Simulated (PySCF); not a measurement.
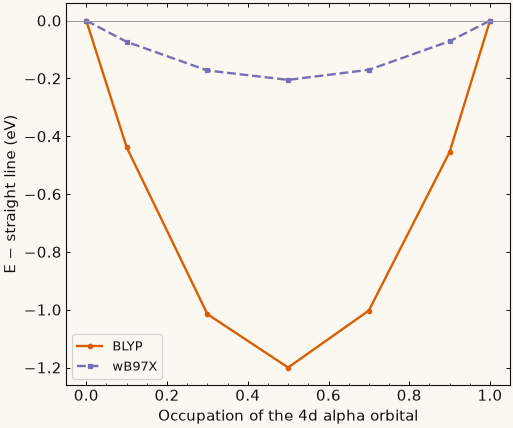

One 4d alpha orbital of Nb⁺ ([Kr] 4d⁴) is emptied in steps. The plot gives the energy less the straight line between the integer ends. PySCF, x2c-TZVPall, spin-free X2C-1e, unrestricted single determinants, no spin-orbit coupling.

What do the curves say about each method?

Answer. BLYP: convex (delocalisation error), largest departure −1.2 eV, removal energy 14.28 eV; wB97X: convex (delocalisation error), largest departure −0.20 eV, removal energy 13.90 eV. The NIST semi-empirical removal energy is 14.32 eV. The exact energy is a straight line between whole electron numbers.
